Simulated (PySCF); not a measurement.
C₄H₉F₂Si₂ (SMILES C[SiH]/C(=C\[SiH3])C(F)F) (doublet)

```xyz
17

C     1.8015   -1.4331   -0.9483
Si    1.4687    0.0885    0.1187
C    -0.1602    0.7944    0.5468
C    -1.4202    0.3864    0.1999
Si   -1.9125   -1.0874   -0.8240
C    -0.0272    2.0198    1.4024
F     0.6656    1.7600    2.5510
F     0.6993    2.9953    0.7802
H     2.6395   -1.2486   -1.6153
H     0.9409   -1.6986   -1.5521
H     2.0565   -2.2933   -0.3352
H     2.6401    0.7260    0.7019
H    -2.2340    0.9966    0.5755
H    -3.3744   -1.1652   -0.8192
H    -1.4495   -0.9644   -2.2161
H    -1.3513   -2.3290   -0.2712
H    -0.9897    2.4645    1.6950
```

Geometry: GFN2-xTB.

Computed with UKS B3LYP, pcH-1 on C F H Si, non-relativistic, mean-field spin-orbit, GIAO (PySCF 2.14.0, density-fitted response routines).

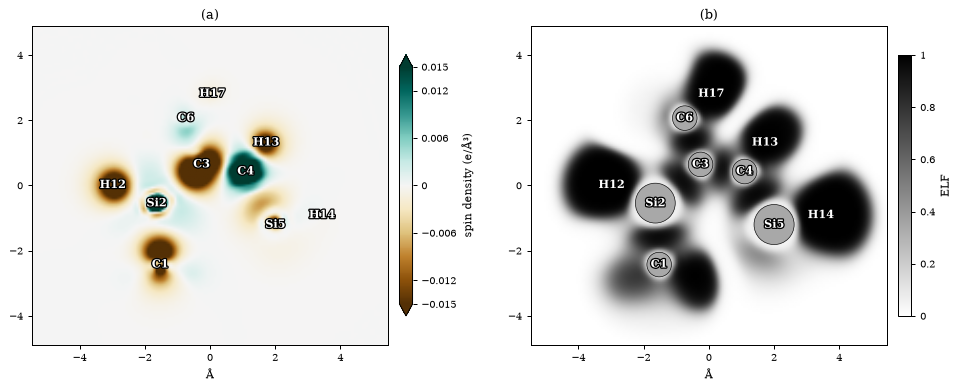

Figure 1. (a) spin density; (b) electron localisation function on the plane of atoms Si2, C3 and C4. Grey discs cover the atomic cores in the ELF map.

### Read the bonding off the picture.

- Atoms in the plane: C, Si and H.
- C–C (1.37 Å): the ELF peaks at about 0.95 between the atoms, as expected for a covalent bond.
- C–Si (1.83 Å): the ELF peaks at about 0.95 between the atoms: localised, covalent bonding.
- C–H (1.08 Å): the ELF climbs to about 1 towards the hydrogen, as it does in any bond to H: a covalent bond by its length.
- C–C (1.50 Å): the ELF peaks at about 0.95 between the atoms; localised, covalent bonding.
- C–Si (1.89 Å): the ELF peaks at about 0.95 between the atoms, as expected for a shared electron pair.
- The unpaired spin (1 electron) lies mostly on Si2 (about 0.6) and C4 (about 0.3), in electrons by Hirshfeld's partition.

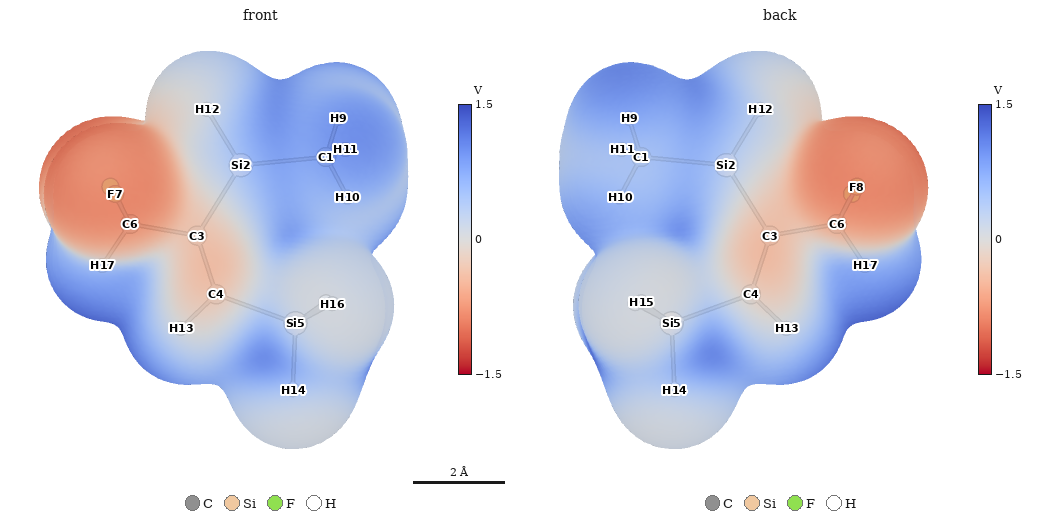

Figure 2. The molecular electrostatic potential painted on the density surface at 0.002 e/bohr³, seen from the front and from behind; red is negative and blue positive.

### Describe the electrostatic potential map.

The most negative region (about −1.0 V, or −23 kcal/mol for a unit charge) lies over F7 and F8, the most positive (about +1.2 V, or +28 kcal/mol for a unit charge) over Si5, H13 and H17.
